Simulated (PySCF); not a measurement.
**CH$_{4}$AlO$_{2}$: energy and gradient calculation (part 1 of 2)**

CH$_{4}$AlO$_{2}$, multiplicity 2, SMILES C[O][Al][OH], computed with HF/6-311+G**, UHF (PySCF 2.14.0).

The geometry comes from this level: PBE0-D4/def2-TZVP. Figures and captions count atoms from 1; the log counts them from 0 in places.

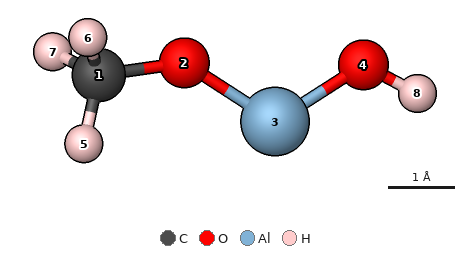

**Figure 1.** The structure as given in the input (ball-and-stick view, seen at a tilt; atoms are numbered from 1 in the order of the input). Sticks mark near contacts.

The input (input.py)
```python
import pyscf.grad
from pyscf import gto, scf

molecule = gto.M(
    atom='start.xyz',
    spin=1,
    verbose=4,
    charge=0,
    basis='6-311+g**',
    max_memory=1860,
)

mf = scf.UHF(molecule)
mf.conv_tol = 1e-10
mf.kernel()
if not mf.converged:
    mf = mf.newton().run(mf.mo_coeff, mf.mo_occ)

etot = mf.e_tot
print(f'total energy: {etot:.8f} hartree')
grad = mf.Gradients().kernel()
mf.analyze()
```

File start.xyz
```
8

C      0.292700     1.365900    -0.669900
O     -0.035800     0.282500     0.144300
Al    -0.062600    -1.399600     0.093000
O     -0.601900    -2.191900     1.497900
H      0.661200     1.058300    -1.655900
H     -0.585400     2.002400    -0.820800
H      1.070000     1.971500    -0.192500
H     -0.646300    -3.146000     1.548200
```

Machine: 1 thread of Arm Neoverse V2, 24 GiB of memory available, shared host.

Command:
```bash
OMP_NUM_THREADS=1 python input.py
```

Output
```
PySCF version 2.14.0

[INPUT] num. atoms = 8
[INPUT] num. electrons = 39
[INPUT] charge = 0
[INPUT] spin (= nelec alpha-beta = 2S) = 1
[INPUT] symmetry False subgroup None
[INPUT] Mole.unit = angstrom
[INPUT] Symbol           X                Y                Z      unit          X                Y                Z       unit  Magmom
[INPUT]  1 C      0.292700000000   1.365900000000  -0.669900000000 AA    0.553122836660   2.581176913543  -1.265927530846 Bohr   0.0
[INPUT]  2 O     -0.035800000000   0.282500000000   0.144300000000 AA   -0.067652195259   0.533847630190   0.272687479775 Bohr   0.0
[INPUT]  3 Al    -0.062600000000  -1.399600000000   0.093000000000 AA   -0.118296855398  -2.644860683941   0.175744529585 Bohr   0.0
[INPUT]  4 O     -0.601900000000  -2.191900000000   1.497900000000 AA   -1.137426154376  -4.142090692434   2.830620761986 Bohr   0.0
[INPUT]  5 H      0.661200000000   1.058300000000  -1.655900000000 AA    1.249486913562   1.999897157627  -3.129197489667 Bohr   0.0
[INPUT]  6 H     -0.585400000000   2.002400000000  -0.820800000000 AA   -1.106245673320   3.783987591829  -1.551087203043 Bohr   0.0
[INPUT]  7 H      1.070000000000   1.971500000000  -0.192500000000 AA    2.022006953285   3.725595054580  -0.363772278979 Bohr   0.0
[INPUT]  8 H     -0.646300000000  -3.146000000000   1.548200000000 AA   -1.221329994306  -5.945078387882   2.925673986052 Bohr   0.0

nuclear repulsion = 149.181418630497
number of shells = 60
number of NR pGTOs = 186
number of NR cGTOs = 120
basis = 6-311+g**
ecp = {}

******** <class 'pyscf.scf.uhf.UHF'> ********
method = UHF
initial guess = minao
damping factor = 0
level_shift factor = 0
DIIS = <class 'pyscf.scf.diis.CDIIS'>
diis_start_cycle = 1
diis_space = 8
diis_damp = 0
SCF conv_tol = 1e-10
SCF conv_tol_grad = None
SCF max_cycles = 50
direct_scf = True
direct_scf_tol = 1e-13
number electrons alpha = 20  beta = 19
Set gradient conv threshold to 1e-05
init E= -432.131038384592
  alpha nocc = 20  HOMO = -0.165689276473231  LUMO = 0.0287531758628008
  beta  nocc = 19  HOMO = -0.371098700133941  LUMO = -0.165689276473231

WARN: HOMO -0.165689276473231 >= LUMO -0.165689276473231

cycle= 1 E= -431.821657951817  delta_E= 0.309  |g|= 0.547  |ddm|= 1.62
  alpha nocc = 20  HOMO = -0.283890483017665  LUMO = 0.0514845271792879
  beta  nocc = 19  HOMO = -0.357865278095878  LUMO = -0.00652732763228671
  HOMO = -0.283890483018  LUMO = -0.00652732763229  gap/eV = 7.54744
cycle= 2 E= -431.908224475553  delta_E= -0.0866  |g|= 0.387  |ddm|= 0.786
  alpha nocc = 20  HOMO = -0.309975682399305  LUMO = 0.0514772645262467
  beta  nocc = 19  HOMO = -0.445671269255679  LUMO = -0.000832466024704802
  HOMO = -0.309975682399  LUMO = -0.000832466024705  gap/eV = 8.41222
cycle= 3 E= -431.961975223391  delta_E= -0.0538  |g|= 0.0475  |ddm|= 0.278
  alpha nocc = 20  HOMO = -0.316340384880284  LUMO = 0.0523910000168062
  beta  nocc = 19  HOMO = -0.43913623744724  LUMO = 0.0116729927426989
  HOMO = -0.31634038488  LUMO = 0.0116729927427  gap/eV = 8.92570
cycle= 4 E= -431.965178177976  delta_E= -0.0032  |g|= 0.016  |ddm|= 0.157
  alpha nocc = 20  HOMO = -0.319356976701407  LUMO = 0.0522675392765431
  beta  nocc = 19  HOMO = -0.441453034548225  LUMO = 0.0136039937613025
  HOMO = -0.319356976701  LUMO = 0.0136039937613  gap/eV = 9.06033
cycle= 5 E= -431.965721772626  delta_E= -0.000544  |g|= 0.00738  |ddm|= 0.0964
  alpha nocc = 20  HOMO = -0.320256899238522  LUMO = 0.0521291709974351
  beta  nocc = 19  HOMO = -0.439853681356052  LUMO = 0.0139764290516451
  HOMO = -0.320256899239  LUMO = 0.0139764290516  gap/eV = 9.09495
cycle= 6 E= -431.965846716532  delta_E= -0.000125  |g|= 0.00323  |ddm|= 0.0659
  alpha nocc = 20  HOMO = -0.3204822144926  LUMO = 0.052089909077928
  beta  nocc = 19  HOMO = -0.440327093326712  LUMO = 0.014179125095301
  HOMO = -0.320482214493  LUMO = 0.0141791250953  gap/eV = 9.10660
cycle= 7 E= -431.965867766629  delta_E= -2.11e-05  |g|= 0.00144  |ddm|= 0.0283
  alpha nocc = 20  HOMO = -0.320530511427997  LUMO = 0.0520861717082188
  beta  nocc = 19  HOMO = -0.44011544126813  LUMO = 0.0141777221417812
  HOMO = -0.320530511428  LUMO = 0.0141777221418  gap/eV = 9.10787
cycle= 8 E= -431.965871286427  delta_E= -3.52e-06  |g|= 0.000715  |ddm|= 0.00642
  alpha nocc = 20  HOMO = -0.32051605396709  LUMO = 0.0520858955726768
  beta  nocc = 19  HOMO = -0.440180878221937  LUMO = 0.0141448779820899
  HOMO = -0.320516053967  LUMO = 0.0141448779821  gap/eV = 9.10659
cycle= 9 E= -431.965871940872  delta_E= -6.54e-07  |g|= 0.000298  |ddm|= 0.00176
  alpha nocc = 20  HOMO = -0.320487818757449  LUMO = 0.0520872613130521
  beta  nocc = 19  HOMO = -0.440188888568966  LUMO = 0.0141235506154183
  HOMO = -0.320487818757  LUMO = 0.0141235506154  gap/eV = 9.10524
cycle= 10 E= -431.96587210848  delta_E= -1.68e-07  |g|= 0.000129  |ddm|= 0.00231
  alpha nocc = 20  HOMO = -0.320487325035224  LUMO = 0.0520864690963533
  beta  nocc = 19  HOMO = -0.440229420307062  LUMO = 0.0141168245255079
  HOMO = -0.320487325035  LUMO = 0.0141168245255  gap/eV = 9.10504
cycle= 11 E= -431.965872145283  delta_E= -3.68e-08  |g|= 5.83e-05  |ddm|= 0.000923
  alpha nocc = 20  HOMO = -0.320488868385191  LUMO = 0.0520863012327623
  beta  nocc = 19  HOMO = -0.440245552511405  LUMO = 0.0141203715750682
  HOMO = -0.320488868385  LUMO = 0.0141203715751  gap/eV = 9.10518
cycle= 12 E= -431.965872152378  delta_E= -7.1e-09  |g|= 2.2e-05  |ddm|= 0.000154
  alpha nocc = 20  HOMO = -0.320488152370828  LUMO = 0.0520860235528673
  beta  nocc = 19  HOMO = -0.440254041447704  LUMO = 0.0141211898202793
  HOMO = -0.320488152371  LUMO = 0.0141211898203  gap/eV = 9.10518
cycle= 13 E= -431.965872153192  delta_E= -8.14e-10  |g|= 6.19e-06  |ddm|= 0.00015
  alpha nocc = 20  HOMO = -0.320488441383588  LUMO = 0.0520859743076341
  beta  nocc = 19  HOMO = -0.440254367344301  LUMO = 0.0141213221839867
  HOMO = -0.320488441384  LUMO = 0.014121322184  gap/eV = 9.10520
cycle= 14 E= -431.965872153231  delta_E= -3.88e-11  |g|= 2.23e-06  |ddm|= 1.94e-05
  alpha nocc = 20  HOMO = -0.320488461063981  LUMO = 0.05208597411679
  beta  nocc = 19  HOMO = -0.440254395707879  LUMO = 0.0141213179977157
  HOMO = -0.320488461064  LUMO = 0.0141213179977  gap/eV = 9.10520
```

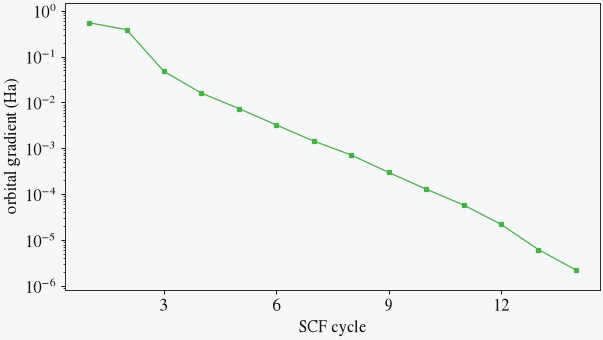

**Figure 2.** Convergence of the self-consistent field: orbital gradient against the SCF cycle. The residual falls at every step.

```
Extra cycle  E= -431.965872153237  delta_E= -6.48e-12  |g|= 1.26e-06  |ddm|= 5.23e-06
converged SCF energy = -431.965872153237  <S^2> = 0.75276965  2S+1 = 2.0027677
total energy: -431.96587215 hartree

******** <class 'pyscf.grad.uhf.Gradients'> for <class 'pyscf.scf.uhf.UHF'> ********
unit = Eh/Bohr
--------------- UHF gradients ---------------
         x                y                z
0 C     0.0001915461    -0.0052481527    -0.0009374274
1 O    -0.0026815836    -0.0033465428     0.0071022398
2 Al     0.0008752435    -0.0025928138    -0.0025906156
3 O    -0.0001309246     0.0237398745     0.0021115454
4 H     0.0018895368    -0.0003792875    -0.0049885607
5 H    -0.0047169843     0.0040689269    -0.0010378352
6 H     0.0043500450     0.0038881553     0.0024292669
7 H     0.0002231210    -0.0201301599    -0.0020886130
----------------------------------------------
**** SCF Summaries ****
Total Energy =                        -431.965872153237456
Nuclear Repulsion Energy =             149.181418630497234
One-electron Energy =                 -895.168613661184054
Two-electron Energy =                  314.021322877449450
Two-electron Coulomb Energy =          355.425288313783369
DFT Exchange-Correlation Energy =      -41.403965436333920
HOMO-LUMO gap [eV] =                     9.105195864114739
**** MO energy ****
                             alpha | beta                alpha | beta
MO #1   energy= -58.4963160027162  | -58.4910085757659  occ= 1 | 1
MO #2   energy= -20.5384940401827  | -20.5348281555436  occ= 1 | 1
MO #3   energy= -20.5320458827939  | -20.528991160937   occ= 1 | 1
MO #4   energy= -11.2728567352592  | -11.2729208269727  occ= 1 | 1
MO #5   energy= -4.90731233637069  | -4.89781740553286  occ= 1 | 1
MO #6   energy= -3.22403652383256  | -3.21647666131908  occ= 1 | 1
MO #7   energy= -3.22012932917262  | -3.21617561473664  occ= 1 | 1
MO #8   energy= -3.21965552886476  | -3.21086867219149  occ= 1 | 1
MO #9   energy= -1.32940180400379  | -1.32131401608775  occ= 1 | 1
MO #10  energy= -1.30894865250484  | -1.2978809776067   occ= 1 | 1
MO #11  energy= -0.915852292133657 | -0.913061419989965 occ= 1 | 1
MO #12  energy= -0.688112357926103 | -0.680843149243518 occ= 1 | 1
MO #13  energy= -0.646870500425065 | -0.635787158601093 occ= 1 | 1
MO #14  energy= -0.615454744829817 | -0.61562271114163  occ= 1 | 1
MO #15  energy= -0.606251151996191 | -0.604185894734314 occ= 1 | 1
MO #16  energy= -0.543029417243456 | -0.515507955609122 occ= 1 | 1
MO #17  energy= -0.498104688628946 | -0.496811440164274 occ= 1 | 1
MO #18  energy= -0.462548902495824 | -0.449426537904544 occ= 1 | 1
MO #19  energy= -0.440279807408685 | -0.440254395707879 occ= 1 | 1
MO #20  energy= -0.320488461063981 | 0.0141213179977157 occ= 1 | 0
MO #21  energy= 0.0389807164358343 | 0.05208597411679   occ= 0 | 0
MO #22  energy= 0.0505167033737679 | 0.0557705739684763 occ= 0 | 0
MO #23  energy= 0.0623293690530638 | 0.0707993037437596 occ= 0 | 0
MO #24  energy= 0.0737722453602159 | 0.0869861827783581 occ= 0 | 0
MO #25  energy= 0.102440732518928  | 0.120589647616367  occ= 0 | 0
MO #26  energy= 0.103664662966194  | 0.120663974703688  occ= 0 | 0
MO #27  energy= 0.120123901963403  | 0.126331582918032  occ= 0 | 0
MO #28  energy= 0.121028275066925  | 0.13648520577485   occ= 0 | 0
MO #29  energy= 0.146642755463055  | 0.161113851727346  occ= 0 | 0
MO #30  energy= 0.160448793448148  | 0.173315229899307  occ= 0 | 0
MO #31  energy= 0.169919922782049  | 0.187182051316195  occ= 0 | 0
MO #32  energy= 0.248383049749752  | 0.250851680524039  occ= 0 | 0
MO #33  energy= 0.271501528358269  | 0.272924257893212  occ= 0 | 0
MO #34  energy= 0.274148239864675  | 0.275681421075483  occ= 0 | 0
MO #35  energy= 0.296756048356417  | 0.301555072660889  occ= 0 | 0
MO #36  energy= 0.298301788879478  | 0.310017880354758  occ= 0 | 0
MO #37  energy= 0.304115142278839  | 0.314177677360646  occ= 0 | 0
MO #38  energy= 0.318429945929026  | 0.326181768577197  occ= 0 | 0
MO #39  energy= 0.328672499176859  | 0.331960333114839  occ= 0 | 0
MO #40  energy= 0.333343558248555  | 0.343852762705347  occ= 0 | 0
MO #41  energy= 0.343133573931658  | 0.362220868592349  occ= 0 | 0
MO #42  energy= 0.384066218567119  | 0.391931270568241  occ= 0 | 0
MO #43  energy= 0.385633221991672  | 0.41066330247417   occ= 0 | 0
MO #44  energy= 0.408014896957261  | 0.415096171508961  occ= 0 | 0
MO #45  energy= 0.428345723555531  | 0.436958900318534  occ= 0 | 0
MO #46  energy= 0.470435110054128  | 0.482799664733714  occ= 0 | 0
MO #47  energy= 0.495734668891746  | 0.504054763826754  occ= 0 | 0
MO #48  energy= 0.557152674550448  | 0.565984010174225  occ= 0 | 0
MO #49  energy= 0.568667740685991  | 0.570194305179794  occ= 0 | 0
MO #50  energy= 0.623370120260421  | 0.628446637678171  occ= 0 | 0
MO #51  energy= 0.684818130345399  | 0.69382598944149   occ= 0 | 0
MO #52  energy= 0.712903411663002  | 0.736044233998693  occ= 0 | 0
MO #53  energy= 0.733257798837871  | 0.749680927400516  occ= 0 | 0
MO #54  energy= 0.748015532229662  | 0.753321054053846  occ= 0 | 0
MO #55  energy= 0.807183127228121  | 0.80846121863003   occ= 0 | 0
MO #56  energy= 0.822844393073607  | 0.825713887896579  occ= 0 | 0
MO #57  energy= 0.862086033605215  | 0.875897500672812  occ= 0 | 0
MO #58  energy= 0.913431474335303  | 0.917204206250583  occ= 0 | 0
MO #59  energy= 0.946836758280932  | 0.962670971288804  occ= 0 | 0
MO #60  energy= 0.958202922048204  | 0.978219523558458  occ= 0 | 0
MO #61  energy= 0.982863370276726  | 0.998564071176429  occ= 0 | 0
MO #62  energy= 1.0225677390786    | 1.04899000595253   occ= 0 | 0
MO #63  energy= 1.12878663968489   | 1.13504470213313   occ= 0 | 0
MO #64  energy= 1.20818910103603   | 1.21417047089375   occ= 0 | 0
MO #65  energy= 1.25659951812702   | 1.25715208626918   occ= 0 | 0
MO #66  energy= 1.28691266407042   | 1.29310503815958   occ= 0 | 0
MO #67  energy= 1.32012756841969   | 1.32174400556243   occ= 0 | 0
MO #68  energy= 1.34284965189765   | 1.35523333108225   occ= 0 | 0
MO #69  energy= 1.3716197902822    | 1.37622648646117   occ= 0 | 0
MO #70  energy= 1.47546253795216   | 1.47666115905745   occ= 0 | 0
MO #71  energy= 1.49710392976588   | 1.50116406889138   occ= 0 | 0
MO #72  energy= 1.61778898305053   | 1.62064579821798   occ= 0 | 0
MO #73  energy= 1.66623831705978   | 1.66617291070352   occ= 0 | 0
MO #74  energy= 1.72007321434442   | 1.72006317066156   occ= 0 | 0
MO #75  energy= 1.74518983316703   | 1.74815408685002   occ= 0 | 0
MO #76  energy= 1.80955520441919   | 1.80956352876462   occ= 0 | 0
MO #77  energy= 1.81089430725263   | 1.81216157103585   occ= 0 | 0
MO #78  energy= 1.87228575032803   | 1.87440869193645   occ= 0 | 0
MO #79  energy= 1.944423325692     | 1.94442400467379   occ= 0 | 0
MO #80  energy= 1.97110366939191   | 1.97214198921299   occ= 0 | 0
MO #81  energy= 1.998982859348     | 2.001316753921     occ= 0 | 0
MO #82  energy= 2.07300375849079   | 2.07399090826566   occ= 0 | 0
MO #83  energy= 2.34993104527979   | 2.35033069215131   occ= 0 | 0
MO #84  energy= 2.38822490889957   | 2.38968760349371   occ= 0 | 0
MO #85  energy= 2.4200788813889    | 2.4204486258902    occ= 0 | 0
MO #86  energy= 2.45096711152634   | 2.45142500827753   occ= 0 | 0
MO #87  energy= 2.76131231074346   | 2.7614072782031    occ= 0 | 0
MO #88  energy= 2.80760931497789   | 2.80766731715571   occ= 0 | 0
MO #89  energy= 2.8233057819573    | 2.82343903493938   occ= 0 | 0
MO #90  energy= 2.83102396413857   | 2.83094100521926   occ= 0 | 0
MO #91  energy= 2.85143783149269   | 2.85154875782167   occ= 0 | 0
MO #92  energy= 2.87680778286148   | 2.87713854965632   occ= 0 | 0
MO #93  energy= 3.16198253179131   | 3.16213721095711   occ= 0 | 0
```
